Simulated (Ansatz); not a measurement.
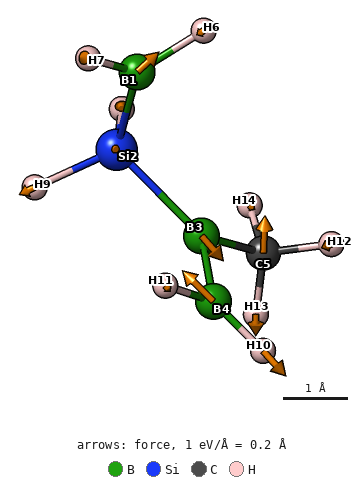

Starting geometry of CH9B3Si with the computed forces as orange arrows. Style: ball-and-stick. Shown from a free direction.

The run prepares an end point of a later path (hydrogen shift) calculation, from a guessed geometry.

Method: UKS PBE-D4/6-31G (Ansatz 0.2.0). (collinear spin; force threshold 0.02 eV/Å; at most 50 steps)

> Is this structure relaxed? If not, where do the atoms go?

It isn't relaxed: the largest force vector, on a B atom, is 3.58 eV/Å. The final displacements have little in common with the starting forces (cosine between the two patterns −0.10). After 43 accepted moves (47 points after the start) the energy has fallen by 1.616 eV. Largest force component: 3.3 eV/Å at the start, 0.0086 eV/Å at the end. The line search rejected the trial steps at points 16, 34, 39, 46 of the run. The forces were under the threshold at step 24, but the run went on from there. The largest move after the best rigid fit is that of an H atom, 2.42 Å. Largest moves by element: H 2.42 Å, B 0.80 Å, C 0.71 Å, Si 0.54 Å. Near-neighbour distances that change, for instance: B–Si 3.185 → 2.600 Å, B–Si 1.917 → 2.168 Å, B–B 1.729 → 1.593 Å, B–H 1.112 → 1.210 Å. Among the angles between lasting bonds that change: B–B–C 116.2° → 153.0°, Si–B–B 121.7° → 86.0°, B–Si–B 108.7° → 98.8°. Groups turn about B–B by about 90°, B–Si by about 65°, B–Si by about 35°. Cost: 2.2 min on 2 threads of Arm Neoverse V1, with other jobs on the host, peak memory 0.18 GiB.
